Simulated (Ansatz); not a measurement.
```xyz
16

C    -2.5461    0.4150   -0.3478
C    -1.1992    1.1310   -0.2511
C    -0.0027    0.3174   -0.0696
C     1.2708    0.7507    0.4932
C     2.5239   -0.0447    0.1284
F    -0.0786   -0.9147   -0.4466
H    -2.8046   -0.0652    0.6158
H    -2.5467   -0.3568   -1.1400
H    -3.3337    1.1527   -0.5858
H    -1.1667    1.9752    0.4735
H    -0.9537    1.6473   -1.2258
H     1.3590    1.8525    0.3627
H     1.0514    0.6608    1.5980
H     2.7584    0.0652   -0.9481
H     3.3815    0.3422    0.7080
H     2.4102   -1.1206    0.3585
```

Geometry: PBE-D3(BJ)/def2-SVP.

These are results of isolated molecule in a Gaussian basis; Kohn-Sham density functional theory, functional PBE0 in Ansatz 0.2.0, not measurements.

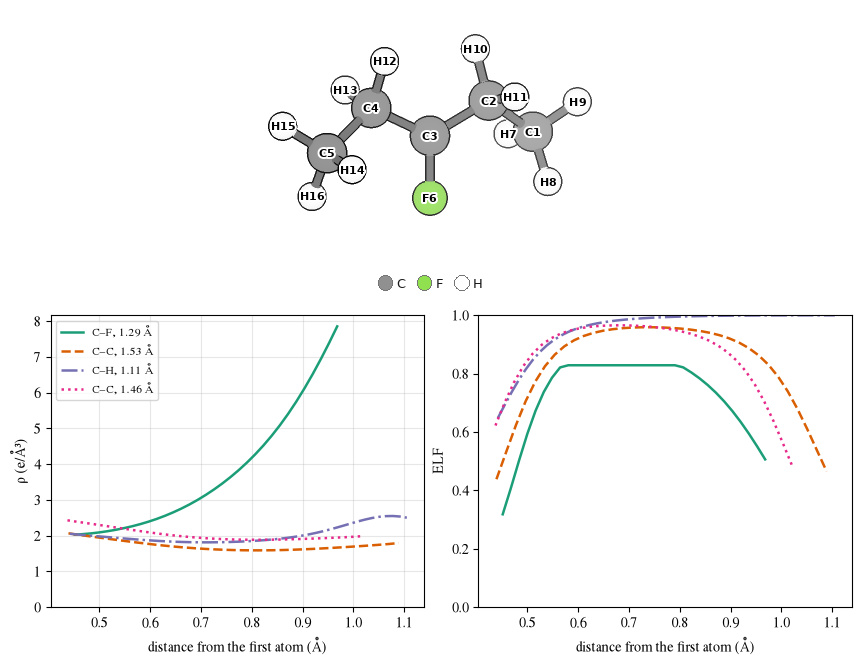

C₅H₁₀F (charge +1). Electron density and ELF along straight lines between neighbouring atoms. The curves leave out the atomic cores. The structure is drawn too.

What can be read from the curves?

Answer. C–F (1.29 Å): ρ is about 2.7 e/Å³ halfway; the ELF peaks at about 0.85 between the atoms: a polar covalent bond.
C–C (1.53 Å): ρ is about 1.6 e/Å³ halfway; the ELF peaks at about 0.95 between the atoms, as expected for a covalent bond.
C–H (1.11 Å): ρ is about 1.9 e/Å³ halfway; the ELF climbs to about 1 towards the hydrogen, as it does in any bond to H; an ordinary covalent bond to hydrogen.
C–C (1.46 Å): ρ at the midpoint is about 1.9 e/Å³; the ELF peaks at about 0.95 between the atoms; a covalent bond.
